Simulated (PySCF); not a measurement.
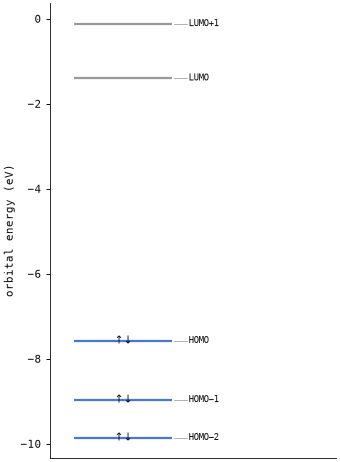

Kohn-Sham orbital energies near the frontier, PBE0/def2-SVPD with PySCF, at a GFN2-xTB geometry (no frequency check), isolated molecule; empty levels in grey, levels within 0.03 eV side by side.

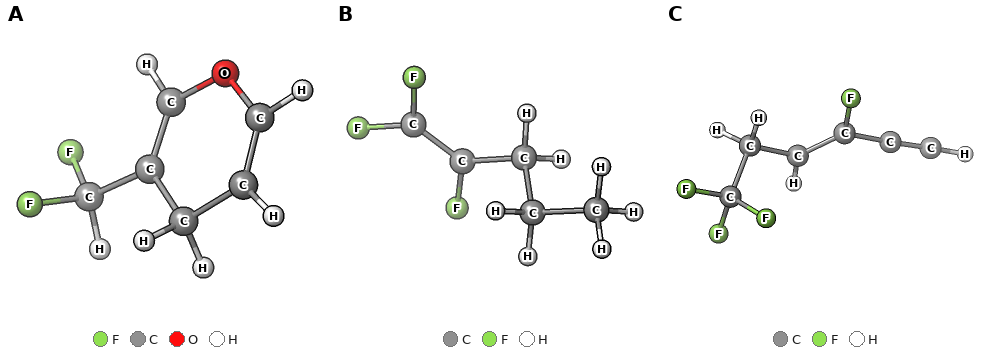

Question: Which molecule has this level scheme? The candidates are drawn in the second picture.

Answer: Structure C, C₆H₄F₄, SMILES C#C/C(F)=C/CC(F)(F)F. HOMO −7.58 eV, LUMO −1.40 eV, separation 6.18 eV.

Known limits of this run: the tight-binding geometry is rougher than a DFT one and adds to the error; one conformer of a flexible molecule; empty levels above zero depend strongly on the basis.
